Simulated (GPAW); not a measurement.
# ZnSe (F-43m): G0W0 with GPAW, start to end

Aim: the G0W0 gap of ZnSe (F-43m) on LDA, step by step.

Method: LDA and many-body steps on it, plane waves, in GPAW 26.7.0.

**Experimental background.**

- Gap 2.695 ± 0.003 eV: excitonic gap from free-exciton PL, not corrected for exciton binding; photoluminescence; 300 K; bulk crystal (Bridgman-grown crystal, polished and etched) (“Alloy Disordering Effects on the Thermal Conductivity and Energy Gap Temperature Dependence of Cd1−xZnxSe Ternary Crystals Grown by the Bridgman Method”, 2023, pmc:10253836).

## Step 1: The starting structure

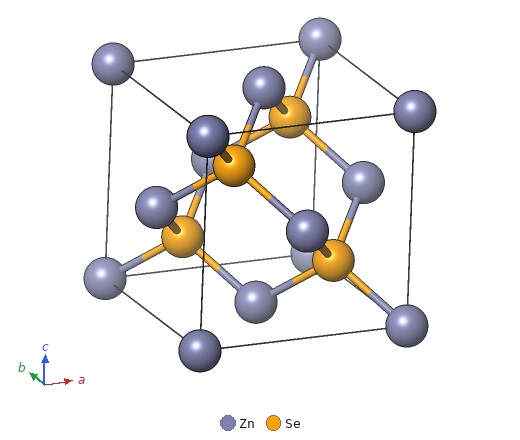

The cell as given, slightly off an axis (zinc blue, selenium orange). This picture shows the conventional cell, with its axes. Bonds to atoms that aren't drawn are left out. Some periodic images of atoms are drawn too.

The cell and positions come from the Crystallography Open Database and are kept as given unless a step says otherwise.

## Step 2: Ground state

This step: GPAW 26.7.0; DFT, LDA, plane waves, PAW.

The ground-state density comes first.

The input, run.py:

```python
import json
import numpy as np
from gpaw.mpi import world
from ase import Atoms
from gpaw import GPAW, PW, FermiDirac

atoms = Atoms(['Zn', 'Se'],
    cell=[[0.0000000000, 2.8338000000, 2.8338000000],
      [2.8338000000, 0.0000000000, 2.8338000000],
      [2.8338000000, 2.8338000000, 0.0000000000]],
    scaled_positions=[[0.0000000000, 0.0000000000, 0.0000000000],
      [0.2500000000, 0.2500000000, 0.2500000000]],
    pbc=(True, True, True))
calc = GPAW(mode=PW(600),
    xc='LDA',
    kpts={'size': (8, 8, 8), 'gamma': True},
    occupations=FermiDirac(0.001),
    nbands=-7,
    convergence={'density': 1e-6, 'bands': -3},
    maxiter=100,
    txt='gs.txt')
atoms.calc = calc
res = {'energy': atoms.get_potential_energy()}
kpts = calc.get_ibz_k_points()
res['kpts'] = kpts
res['eigenvalues'] = [calc.get_eigenvalues(kpt=k) for k in range(len(kpts))]
res['n_electrons'] = calc.get_number_of_electrons()
calc.write('gs.gpw')

if world.rank == 0:
    with open('result.json', 'w') as f:
        json.dump(res, f, default=lambda x: x.tolist())
```

The run is started by

```
> mpirun -n 8 gpaw python run.py
```

Log:

```text
__  _  _
 | _ |_)|_||  |
 |__||  | ||/\| - 26.7.0

Input parameters:
  mode=PW(ecut=600.0),
  convergence={'density': 1e-06, 'bands': -3},
  kpts=MonkhorstPack(size=(8, 8, 8), gamma=True),
  maxiter=100,
  nbands=-7,
  occupations=Occupations(name='fermi-dirac', width=0.001, fixmagmom=False),
  xc=XC(name='LDA')
  [... matrices ...]
Diagonalizing LCAO Hamiltonian
Converting LCAO to pw mode

           Se

       Zn

Atoms  # Å, Bohr magnetons
|   | symbol |        x |        y |        z |    initial magnetic moments |
| 0 |     Zn | 0.000000 | 0.000000 | 0.000000 | ( 0.0000,  0.0000,  0.0000) |
| 1 |     Se | 1.416900 | 1.416900 | 1.416900 | ( 0.0000,  0.0000,  0.0000) |

Unit cell  # Å
| periodic |        x |        y |        z |  lengths |    angles |
|      yes | 0.000000 | 2.833800 | 2.833800 | 4.007598 | 60.000000 |
|      yes | 2.833800 | 0.000000 | 2.833800 | 4.007598 | 60.000000 |
|      yes | 2.833800 | 2.833800 | 0.000000 | 4.007598 | 60.000000 |

Number of symmetries: 24
Symmetry operations  # r_c * U_cc + t_c -> r_c
|    | kind |            matrix            |
|  0 |  E   |  1, 0, 0,  0, 1, 0,  0, 0, 1 |
|  1 |  σ   |  1, 0, 0,  0, 0, 1,  0, 1, 0 |
|  2 |  σ   |  1, 0,-1,  0, 1,-1,  0, 0,-1 |
|  3 |  C3  |  1, 0,-1,  0, 0,-1,  0, 1,-1 |
|  4 |  C3  |  1,-1, 0,  0,-1, 1,  0,-1, 0 |
|  5 |  σ   |  1,-1, 0,  0,-1, 0,  0,-1, 1 |
|  6 |  σ   |  0, 1, 0,  1, 0, 0,  0, 0, 1 |
|  7 |  C3  |  0, 1, 0,  0, 0, 1,  1, 0, 0 |
|  8 |  C2  |  0, 1,-1,  1, 0,-1,  0, 0,-1 |
|  9 |  S4  |  0, 1,-1,  0, 0,-1,  1, 0,-1 |
| 10 |  C3  |  0, 0, 1,  1, 0, 0,  0, 1, 0 |
| 11 |  σ   |  0, 0, 1,  0, 1, 0,  1, 0, 0 |
| 12 |  S4  |  0, 0,-1,  1, 0,-1,  0, 1,-1 |
| 13 |  C3  |  0, 0,-1,  0, 1,-1,  1, 0,-1 |
| 14 |  S4  |  0,-1, 1,  1,-1, 0,  0,-1, 0 |
| 15 |  C2  |  0,-1, 1,  0,-1, 0,  1,-1, 0 |
| 16 |  C3  |  0,-1, 0,  1,-1, 0,  0,-1, 1 |
| 17 |  S4  |  0,-1, 0,  0,-1, 1,  1,-1, 0 |
| 18 |  S4  | -1, 1, 0, -1, 0, 1, -1, 0, 0 |
| 19 |  C3  | -1, 1, 0, -1, 0, 0, -1, 0, 1 |
| 20 |  C3  | -1, 0, 1, -1, 1, 0, -1, 0, 0 |
| 21 |  S4  | -1, 0, 1, -1, 0, 0, -1, 1, 0 |
| 22 |  σ   | -1, 0, 0, -1, 1, 0, -1, 0, 1 |
| 23 |  C2  | -1, 0, 0, -1, 0, 1, -1, 1, 0 |

BZ-sampling:
  Number of BZ points: 512
  Number of IBZ points: 29

  Monkhorst-Pack size: [8, 8, 8]
  Monkhorst-Pack shift: [0.0625, 0.0625, 0.0625]

K-points  # in reciprocal-cell coordinates
|     |                                coordinates |     weight |
|   0 | (  0.00000000,   0.00000000,   0.00000000) | 0.00195312 |
|   1 | (  0.12500000,   0.12500000,   0.00000000) | 0.01171875 |
|   2 | (  0.12500000,   0.12500000,   0.12500000) | 0.01562500 |
|   3 | (  0.25000000,   0.12500000,   0.12500000) | 0.02343750 |
|   4 | (  0.25000000,   0.25000000,   0.00000000) | 0.01171875 |
|   5 | (  0.25000000,   0.25000000,   0.12500000) | 0.04687500 |
|   6 | (  0.25000000,   0.25000000,   0.25000000) | 0.01562500 |
|   7 | (  0.37500000,   0.25000000,  -0.37500000) | 0.04687500 |
|   8 | (  0.37500000,   0.25000000,   0.12500000) | 0.04687500 |
|   9 | (  0.37500000,   0.25000000,   0.25000000) | 0.04687500 |
| ... |                                            |            |
|  28 | (  0.50000000,   0.50000000,   0.50000000) | 0.00781250 |

Plane wave coefficients: 1540
Cutoff: 600.0 eV

Spin-components: 1 (collinear spins)
Bands:           16
Projectors:      11
Spin-degeneracy: 2
Datatype:        complex128

  Storage: CPU
  Wave functions: 10_920_704 bytes (1_365_088 per core)
  Projectors: 15_015_968 bytes (1_876_996 per core)
  [... matrices ...]
Parallelization:
  kpt:    8
  domain: 1
  band:   1

Density:
  Valence electrons: 18.0
  Components: 1
  Grid points: [24 24 24]
  Charge: 0.0  # |e|

Potential:
  Grid points: [24 24 24]

species:
  Zn:
    name:    Zinc
    Z:       30.0
    valence: 12
    core:    18
    charge:  0.0  # [|e|]
    compensation charges:
      type: gauss
      rc: 0.37  # [Å]
      lmax: 2
    cutoffs:
      filter: 2.14  # [Å]
      core: 2.28  # [Å]
    projectors
    | kind |    occ | energy [eV] | rcut [Å] |
    |   4s |  2.000 |      -6.218 |    1.286 |
    |   4p |  0.000 |      -1.230 |    1.270 |
    |   3d | 10.000 |     -10.426 |    1.180 |
    |    s |        |      20.994 |    1.286 |
    |    p |        |      25.981 |    1.270 |
    |    d |        |      16.786 |    1.180 |

    Using partial waves for Zn as LCAO basis

  Se:
    name:    Selenium
    Z:       34.0
    valence: 6
    core:    28
    charge:  0.0  # [|e|]
    compensation charges:
      type: gauss
      rc: 0.27  # [Å]
      lmax: 2
    cutoffs:
      filter: 1.77  # [Å]
      core: 2.67  # [Å]
    projectors
    | kind |    occ | energy [eV] | rcut [Å] |
    |   4s |  2.000 |     -17.472 |    0.847 |
    |   4p |  4.000 |      -6.656 |    1.005 |
    |    s |        |       9.739 |    0.847 |
    |    p |        |      20.555 |    1.005 |
    |    d |        |       0.000 |    0.847 |

    Using partial waves for Se as LCAO basis

Reference energy: -114805.075344  # eV

eigensolver:
  PPCG
  Converge bands: -3
  niter=2

density mixing:
  MSR1-Mixer
  Pratt-step length: 0.05
  Maximum mixing coefficient: 0.75
  Old densities: 10
  SVD Regularization: 0.005
  Good broyden scale: 1.0
  Trust region scale: 1.0
  Backstep threshold: 4.0
  History deletion threshold: 6.0
  Fourier metric: weight=20.0, sigma=0.015

occupation numbers:
  Fermi-Dirac:
    width: 0.0010  # eV

poisson solver:
  ecut: 4800.0  # eV

xc functional:
  name: None

Initialization done in: 2.309 s

convergence criteria:
- Maximum integral of absolute [dens]ity change: 1e-06 electrons / valence electron
- Maximum [total energy] change in last 3 cyles: 0.0005 eV / valence electron
- Maximum integral of absolute [eigenst]ate change: 4e-08 eV^2 / valence electron
maximum number of iterations: 100

SCF iterations
|iter     |     time |      energy | eigst |  dens |
|iter:   1|  |   -7.696252 | +1.38 |       |
|iter:   2|  |   -7.638749 | -1.20 | -1.26 |
|iter:   3|  |   -7.449416 | -1.43 | -1.31 |
|iter:   4|  |   -7.444954 | -2.60 | -1.85 |
|iter:   5|  |   -7.445086c| -4.10 | -2.36 |
|iter:   6|  |   -7.445063c| -4.72 | -3.20 |
|iter:   7|  |   -7.445069c| -5.94 | -3.65 |
|iter:   8|  |   -7.445070c| -6.95 | -4.14 |
|iter:   9|  |   -7.445070c| -7.83c| -5.43 |
|iter:  10|  |   -7.445070c| -7.74c| -5.74 |
|iter:  11|  |   -7.445070c| -8.89c| -6.66c|

Converged in 11 steps
SCF loop duration: 2.157 s (0.196 s/step)
Energy contributions relative to reference atoms: (reference = -114805.075344)
  [... matrices ...]
Energy contributions:
  Kinetic:           9.769458
  Coulomb:          -8.366535
  Zero:             -0.024500
  External:          0.000000
  Xc:               -8.823493
  Entropy:          -0.000000
  Spinorbit:         0.000000
  ----------------------------
  Free energy:      -7.445070
  Extrapolated:     -7.445070

dipole moment: (-14.474423, -14.474423, -14.474423)  # |e|*Ang

Fermi level: 3.941
Eigenvalues  # (at kpt = [0.000, 0.000, 0.000])
| band index |      eig [eV] | occ [0-2] |
|          0 |        -9.758 |     2.000 |
|          1 |        -3.076 |     2.000 |
|          2 |        -3.076 |     2.000 |
|          3 |        -3.076 |     2.000 |
|          4 |        -2.717 |     2.000 |
|          5 |        -2.717 |     2.000 |
|          6 |         3.551 |     2.000 |
|          7 |         3.551 |     2.000 |
|          8 |         3.551 |     2.000 |
|          9 |         4.595 |     0.000 |
|         10 |         9.268 |     0.000 |
|         11 |         9.268 |     0.000 |
|         12 |         9.268 |     0.000 |
|         13 |        13.210 |     0.000 |
|         14 |        15.052 |     0.000 |
|         15 |        15.052 |     0.000 |

Gap: 1.045 eV
Transition (v -> c):
  (s=0, k=0, n=8, [0.00, 0.00, 0.00]) -> (s=0, k=0, n=9, [0.00, 0.00, 0.00])
No difference between direct/indirect transitions
# Writing to gs.gpw (mode='')
  [... matrices ...]
```

Elapsed: 7.3 s, on 8 MPI ranks of AMD EPYC 7R43, shared host; peak memory 1.3 GiB.

This step gave:

| Quantity | Value |
| --- | --- |
| total energy | -7.445 eV |
| gap | 1.045 eV |
| k of the valence top | 0, 0, 0 |
| k of the conduction bottom | 0, 0, 0 |
| least direct gap | 1.045 eV |

The gap is direct, at Γ.

## Step 3: Bands along the symmetry lines

Levels along a band path, at the cheap level, show where the edges lie and whether the meshes to come will hold them.

The input, run.py:

```python
import json
import numpy as np
from gpaw.mpi import world
from gpaw import GPAW

path = [[0.000000, 0.000000, 0.000000],
    [-0.062500, -0.062500, 0.000000],
    [-0.125000, -0.125000, 0.000000],
    [-0.187500, -0.187500, 0.000000],
    [-0.250000, -0.250000, 0.000000],
    [-0.312500, -0.312500, 0.000000],
    [-0.375000, -0.375000, 0.000000],
    [-0.437500, -0.437500, 0.000000],
    [-0.500000, -0.500000, 0.000000],
    [-0.484375, -0.484375, 0.031250],
    [-0.468750, -0.468750, 0.062500],
    [-0.453125, -0.453125, 0.093750],
    [-0.437500, -0.437500, 0.125000],
    [-0.421875, -0.421875, 0.156250],
    [-0.406250, -0.406250, 0.187500],
    [-0.390625, -0.390625, 0.218750],
    [-0.375000, -0.375000, 0.250000],
    [-0.375000, 0.000000, 0.375000],
    [-0.328125, 0.000000, 0.328125],
    [-0.281250, 0.000000, 0.281250],
    [-0.234375, 0.000000, 0.234375],
    [-0.187500, 0.000000, 0.187500],
    [-0.140625, 0.000000, 0.140625],
    [-0.093750, 0.000000, 0.093750],
    [-0.046875, 0.000000, 0.046875],
    [0.000000, 0.000000, 0.000000],
    [0.000000, 0.000000, 0.062500],
    [0.000000, 0.000000, 0.125000],
    [0.000000, 0.000000, 0.187500],
    [0.000000, 0.000000, 0.250000],
    [0.000000, 0.000000, 0.312500],
    [0.000000, 0.000000, 0.375000],
    [0.000000, 0.000000, 0.437500],
    [0.000000, 0.000000, 0.500000],
    [-0.062500, -0.031250, 0.468750],
    [-0.125000, -0.062500, 0.437500],
    [-0.187500, -0.093750, 0.406250],
    [-0.250000, -0.125000, 0.375000],
    [-0.312500, -0.156250, 0.343750],
    [-0.375000, -0.187500, 0.312500],
    [-0.437500, -0.218750, 0.281250],
    [-0.500000, -0.250000, 0.250000],
    [-0.500000, -0.281250, 0.218750],
    [-0.500000, -0.312500, 0.187500],
    [-0.500000, -0.343750, 0.156250],
    [-0.500000, -0.375000, 0.125000],
    [-0.500000, -0.406250, 0.093750],
    [-0.500000, -0.437500, 0.062500],
    [-0.500000, -0.468750, 0.031250],
    [-0.500000, -0.500000, 0.000000]]
calc = GPAW('gs.gpw').fixed_density(kpts=path,
    symmetry='off',
    nbands=19,
    convergence={'bands': 15},
    txt='bands.txt')
res = {}
kpts = calc.get_ibz_k_points()
res['kpts'] = kpts
res['eigenvalues'] = [calc.get_eigenvalues(kpt=k) for k in range(len(kpts))]
res['n_electrons'] = calc.get_number_of_electrons()

if world.rank == 0:
    with open('result.json', 'w') as f:
        json.dump(res, f, default=lambda x: x.tolist())
```

The run is started by

```
> mpirun -n 8 gpaw python run.py
```

Log:

```text
Diagonalizing LCAO Hamiltonian
Converting LCAO to pw mode
convergence criteria:
- Maximum integral of absolute [eigenst]ate change: 4e-08 eV^2 / valence electron
maximum number of iterations: 100

SCF iterations
|iter     |     time |      energy | eigst |  dens |
|iter:   1|  |             | +2.05 |       |
|iter:   2|  |             | +0.41 |       |
|iter:   3|  |             | +0.13 |       |
[...]
|iter:   9|  |             | -6.26 |       |
|iter:  10|  |             | -7.37 |       |
|iter:  11|  |             | -7.81c|       |
SCF steps: 11
  __  _  _
 | _ |_)|_||  |
 |__||  | ||/\| - 26.7.0

Input parameters:
  mode=PW(ecut=600.0),
  convergence={'bands': 15},
  gpts=array([24, 24, 24]),
  kpts=KPoints(kpts=array([[ 0.      ,  0.      ,  0.      ],
         [-0.0625  , -0.0625  ,  0.      ],
         [-0.125   , -0.125   ,  0.      ],
         [-0.1875  , -0.1875  ,  0.      ],
[...]
[-0.484375, -0.484375,  0.03125 ],
[...]
[-0.453125, -0.453125,  0.09375 ],
[...]
[-0.421875, -0.421875,  0.15625 ],
[...]
[-0.390625, -0.390625,  0.21875 ],
[...]
[-0.328125,  0.      ,  0.328125],
[...]
[-0.234375,  0.      ,  0.234375],
[...]
[-0.140625,  0.      ,  0.140625],
[...]
[-0.046875,  0.      ,  0.046875],
         [ 0.      ,  0.      ,  0.      ],
         [ 0.      ,  0.      ,  0.0625  ],
         [ 0.      ,  0.      ,  0.125   ],
[...]
[ 0.      ,  0.      ,  0.4375  ],
         [ 0.      ,  0.      ,  0.5     ],
[...]
[-0.5     , -0.4375  ,  0.0625  ],
         [-0.5     , -0.46875 ,  0.03125 ],
         [-0.5     , -0.5     ,  0.      ]])),
  maxiter=100,
  nbands=19,
  occupations=Occupations(name='fermi-dirac', width=0.001, fixmagmom=False),
  parallel={},
  symmetry=Symmetry(point_group=False, time_reversal=False),
  xc=XC(name='LDA')
  [... matrices ...]
timing:  # [seconds]
  Total: 0.083  # ━━━━━━━━━━━━━━━━━━━━━━━━━━━━━━━━━━━━━━━━━━━━━━━━━━━━━━━━━━━
```

Wall time 8.5 s (8 MPI ranks); peak memory 1.4 GiB; 64 s of CPU time.

This step gave:

* gap: 1.045 eV
* k of the valence top: 0, 0, 0
* k of the conduction bottom: 0, 0, 0
* least direct gap: 1.045 eV

The gap is 1.045 eV, as in the run before at this level.

Electronic bands along the path, in eV, zero at the top of the highest filled band:

```csv
point,band 6,band 7,band 8,band 9,band 10,band 11,band 12,band 13
Γ,-6.27,0.00,0.00,0.00,1.04,5.72,5.72,5.72
X,-6.09,-4.82,-2.20,-2.20,2.82,3.33,10.50,11.09
U,-6.00,-4.78,-3.13,-1.81,3.43,5.48,8.88,9.18
jump to K,-6.00,-4.78,-3.13,-1.81,3.43,5.48,8.88,9.18
Γ,-6.27,0.00,0.00,0.00,1.04,5.72,5.72,5.72
L,-6.11,-5.29,-0.87,-0.87,2.36,6.30,6.30,8.35
W,-5.96,-4.75,-2.80,-2.70,5.35,5.45,6.82,7.57
X,-6.09,-4.82,-2.20,-2.20,2.82,3.33,10.50,11.09
```

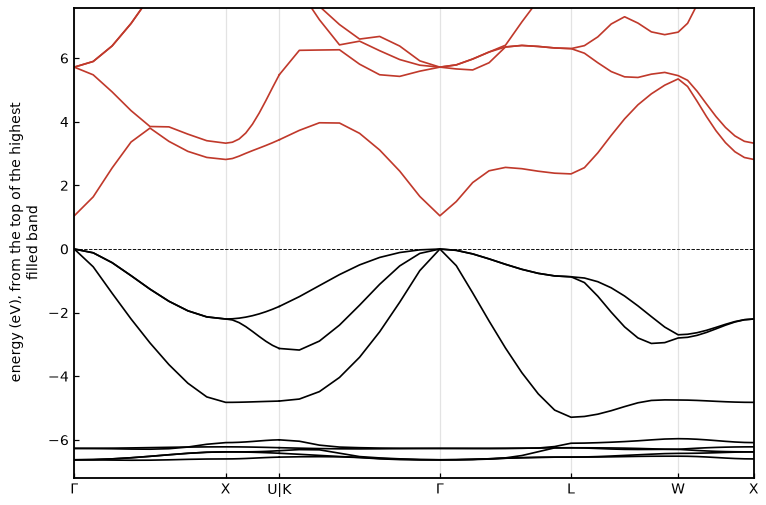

Electronic bands along the path; lines of filled and empty bands in two colours.

## Step 4: Empty states on the mesh, 4×4×4 mesh, 199 bands

The sums over transitions need many empty states on a uniform mesh; this step solves for them.

The input, run.py:

```python
import json
import numpy as np
from gpaw.mpi import world
from gpaw import GPAW

calc = GPAW('gs.gpw').fixed_density(kpts={'size': (4, 4, 4), 'gamma': True},
    parallel={'domain': 1, 'band': 1},
    txt='nscf.txt')
calc.diagonalize_full_hamiltonian(nbands=199)
calc.write('full.gpw', mode='all')
res = {}
kpts = calc.get_ibz_k_points()
res['kpts'] = kpts
res['eigenvalues'] = [calc.get_eigenvalues(kpt=k) for k in range(len(kpts))]
res['n_electrons'] = calc.get_number_of_electrons()

if world.rank == 0:
    with open('result.json', 'w') as f:
        json.dump(res, f, default=lambda x: x.tolist())
```

The run is started by

```
> mpirun -n 8 gpaw python run.py
```

Log:

```text
Diagonalizing LCAO Hamiltonian
Converting LCAO to pw mode
convergence criteria:
- Maximum integral of absolute [eigenst]ate change: 4e-08 eV^2 / valence electron
maximum number of iterations: 100

SCF iterations
|iter     |     time |      energy | eigst |  dens |
|iter:   1|  |             | +1.47 |       |
|iter:   2|  |             | -0.27 |       |
|iter:   3|  |             | -1.02 |       |
[...]
|iter:   8|  |             | -6.33 |       |
|iter:   9|  |             | -6.92 |       |
|iter:  10|  |             | -7.92c|       |
SCF steps: 10
  __  _  _
 | _ |_)|_||  |
 |__||  | ||/\| - 26.7.0

Input parameters:
  mode=PW(ecut=600.0),
  convergence={'density': 1e-06, 'bands': -3},
  gpts=array([24, 24, 24]),
  kpts=MonkhorstPack(size=(4, 4, 4), gamma=True),
  maxiter=100,
  nbands=16,
  occupations=Occupations(name='fermi-dirac', width=0.001, fixmagmom=False),
  parallel={'domain': 1, 'band': 1},
  xc=XC(name='LDA')
Matrix size: 1471x1471
# Writing to full.gpw (mode='all')
  [... matrices ...]

timing:  # [seconds]
  Total: 2.952  # ━━━━━━━━━━━━━━━━━━━━━━━━━━━━━━━━━━━━━━━━━━━━━━━━━━━━━━━━━━━
```

Elapsed: 8.3 s, on 8 MPI ranks; peak memory 2.5 GiB; 63 s of CPU time.

Numbers from this step:

```
gap                                                           : 1.045 eV
k of the valence top                                          : 0, 0, 0
k of the conduction bottom                                    : 0, 0, 0
least direct gap                                              : 1.045 eV
k points computed                                             : 8
lowest point of the top converged band, above the valence top : 138.8352 eV
```

On this mesh the gap is 1.045 eV.

(Continued in part 2 of 2.)

[Paths, hosts, dates, memory and timing lines, banners, echoed tables and standing remarks are left out of the program output.]

[Logs are printed without paths, hosts, clocks, repeated set-up lines and the standing remarks that a program may print on its own settings, such as how far it seeks lower states.]

[Runs of the session that timed out or met a known fault of the program may be left out.]

[Hosts, paths, dates, database ids (printed as entryN), source tags and the programs' standing remarks are cut or masked in the printed files.]
